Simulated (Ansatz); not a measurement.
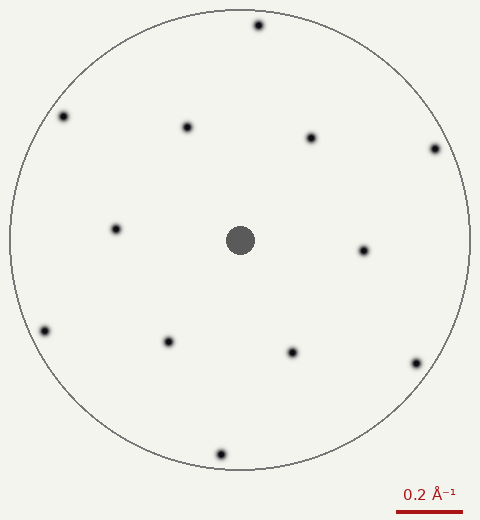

Simulated LEED pattern at 110 eV and normal incidence, from the upper face of a slab model. Spot positions follow from the surface net; brightness is a rough single-scattering estimate from the outer layers, good only for telling present from absent.

> What surface net do the spots show?

The spots form a hexagonal reciprocal net with shortest vectors 0.377 and 0.377 Å⁻¹ at 60.0°. The primitive real-space mesh has edges 3.06 and 3.06 Å at 60.0° (or its supplement) and area 8.1 Å².

The slab has composition GeBr2 (3 atoms a cell, 0.0 Å thick). Structure: coordinates from a relaxation with DFT PBE, scalar-relativistic, plane waves, PAW (Ansatz); the starting structure was generated, so it need not be a known form of this composition.

```xyz
3
Lattice="5.3038 0.0000 0.0000 -2.6519 4.5932 0.0000 0.0000 0.0000 23.8000" Properties=species:S:1:pos:R:3 pbc="T T T"
Ge    0.0000    0.0000    7.0000
Br    0.0000    3.0622    7.0000
Br    2.6519    1.5311    7.0000
```
